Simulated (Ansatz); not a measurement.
# BH2 (boron dihydride) at UCCSDT/6-311G(d,p)

What is the vertical doublet–quartet gap of BH2 (boron dihydride) at UCCSDT/6-311G**? 

Program for the calculation: Ansatz 0.2.0.

## Step 1: The system as given

The species is BH2 (3 atoms), typed as a doublet with charge 0. As SMILES, `[BH2]`. The shape comes from GFN2-xTB, which is rough for such elements, and wasn't checked as a minimum.

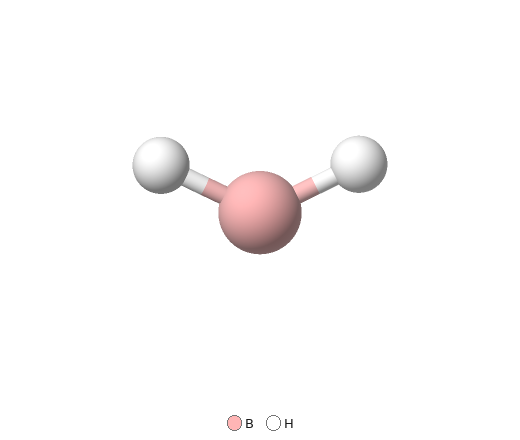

The structure, seen from a chosen angle (boron pink, hydrogen white).

## Step 2: A single-point energy at UCCSDT/6-311G(d,p)

File run.yaml:

```yaml
basis:
  gaussian: {orbitals: 6-311G_st__st_.json}
crystal:
  periodic: [false, false, false]
  atoms:
    - symbol: B
      position_ang: [0.262840, -0.166230, 0.128640]
    - symbol: H
      position_ang: [0.280020, 0.985320, 0.260980]
    - symbol: H
      position_ang: [-0.542860, -0.819090, -0.389630]
accuracy: high
total_charge: 0
correlation: {method: ccsdt, frozen_orbitals: {B: 1, H: 0}}
magnetization: {spin_polarized: true, initial_magnetization: 1}
scf: {omitted_lower_state_checks: [cluster_reference, increment]}
```

The basis set 6-311G** is read from a file made from the Basis Set Exchange's data (not shown).

Launch:

```sh
ansatz run run.yaml --threads 1 --pin off --max-ram 2610MiB --events-out events.jsonl --progress --plain --runs-dir runs
```

What it wrote (excerpt; [...] marks lines left out):

```text
Warning: RAYON_NUM_THREADS=1 ignored (pool sized by the plan → 1); use --threads N
Functional definition: HF
  name "HF"
[...]
533 factors; integrals over basis functions are off by at most 6.2e-9 eV
[...]
mean field -700.87747170 eV, -25.7567720131 hartree, gradient 4.0e-8 eV, S^2 0.752958; 2 other end points of the search recorded, 0 dependent functions left out
1 core orbitals not correlated: weight in the atoms' cores, before any rotation towards them, 1.000 or more for the frozen orbitals, at most 0.000 for the correlated occupied ones
reference -700.87747170 eV, -25.7567720131 hartree; 3, 2 occupied and 26, 27 virtual orbitals, 533 factors
second order -1.92028022 eV of doubles, -0.00000000 eV of singles
cycle   1  -2.29590746 eV  change   -3.8e-1 eV  update   4.2e-2
[...]
cycle  21  -2.47994733 eV  change   1.8e-10 eV  update  1.8e-10
Total energy: -703.35741903 eV, -25.8479083964 hartree
Checks for a lower state left out: cluster_reference, increment
```

Wall time 1.9 s (1 thread of Arm Neoverse V1, shared host); peak memory 0.1 GiB.

## Step 3: The quartet, same level

File in.yaml:

```yaml
basis:
  gaussian:
    orbitals: 6-311G_st__st_.json
crystal:
  periodic: [false, false, false]
  atoms:
    - {symbol: B, position_ang: [0.262840, -0.166230, 0.128640]}
    - {symbol: H, position_ang: [0.280020, 0.985320, 0.260980]}
    - {symbol: H, position_ang: [-0.542860, -0.819090, -0.389630]}
magnetization:
  spin_polarized: true
  initial_magnetization: 3
correlation:
  method: ccsdt
  frozen_orbitals: {B: 1, H: 0}
accuracy: high
scf:
  omitted_lower_state_checks: [cluster_reference, increment]
```

The basis set 6-311G** is read from a file made from the Basis Set Exchange's data (not shown).

Launch:

```sh
ansatz run in.yaml --threads 1 --pin off --max-ram 2610MiB --events-out events.jsonl --progress --plain --runs-dir runs
```

What it wrote (excerpt; [...] marks lines left out):

```text
Warning: RAYON_NUM_THREADS=1 ignored (pool sized by the plan → 1); use --threads N
Functional definition: HF
  name "HF"
[...]
533 factors; integrals over basis functions are off by at most 6.2e-9 eV
[...]
mean field -695.50449082 eV, -25.5593186078 hartree, gradient 2.3e-8 eV, S^2 3.759904; 2 other end points of the search recorded, 0 dependent functions left out
1 core orbitals not correlated: weight in the atoms' cores, before any rotation towards them, 1.000 or more for the frozen orbitals, at most 0.000 for the correlated occupied ones
reference -695.50449082 eV, -25.5593186078 hartree; 4, 1 occupied and 25, 28 virtual orbitals, 533 factors
second order -1.80939215 eV of doubles, -0.00000000 eV of singles
cycle   1  -2.16511508 eV  change   -3.6e-1 eV  update   5.2e-2
[...]
cycle  22  -2.40363908 eV  change  -8.2e-11 eV  update  1.9e-10
Total energy: -697.90812990 eV, -25.6476507147 hartree
Checks for a lower state left out: cluster_reference, increment
```

Run time: 2 s. Hardware: 1 thread of Arm Neoverse V1, shared host; peak memory 0.1 GiB.

## Step 4: Results

Level: UCCSDT/6-311G**, 1 core orbital frozen.

```
                                           quantity         value
                              doublet: total energy  -25.84791 Eh
doublet: correlation energy (1 core orbital frozen)     -91.1 mEh
                                      doublet: ⟨S²⟩         0.753
                             doublet: T1 diagnostic         0.008
                              quartet: total energy  -25.64765 Eh
quartet: correlation energy (1 core orbital frozen)     -88.3 mEh
                                      quartet: ⟨S²⟩         3.760
                             quartet: T1 diagnostic         0.016
   vertical energy of the quartet above the doublet      5.449 eV
```

In words: At this shape the quartet lies 5.45 eV (126 kcal/mol) above the doublet.
